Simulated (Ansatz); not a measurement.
Consider HfO$_{2}$ (space group P4_2/nmc, No. 137; a = 3.6044 Å, c = 5.2643 Å).

Perturbation: a hydrostatic pressure of 0.7 GPa.

All numbers come from PBE/PAW in Ansatz (a quantum-chemistry and plane-wave program), no SOC.

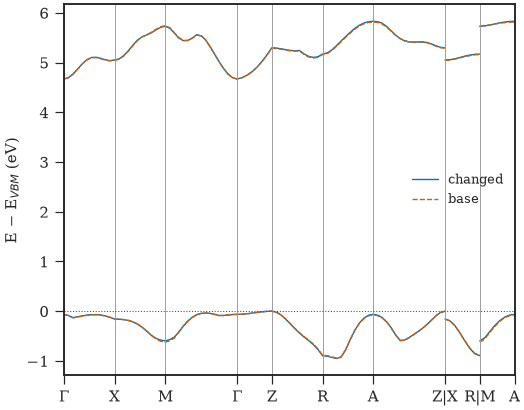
Highest valence and lowest conduction band along the path, each from its own valence-band maximum

From the figure, how large is the changed gap, and is it direct?

About 4.7 eV, indirect, Z → Γ.

Spin-orbit coupling, missing from the scalar runs, can matter with Hf. Load acts through the strain it causes; cell and atoms are relaxed under it. No phonon test of stability was made. This is not the structure that HfO2 has at room temperature and ambient pressure.
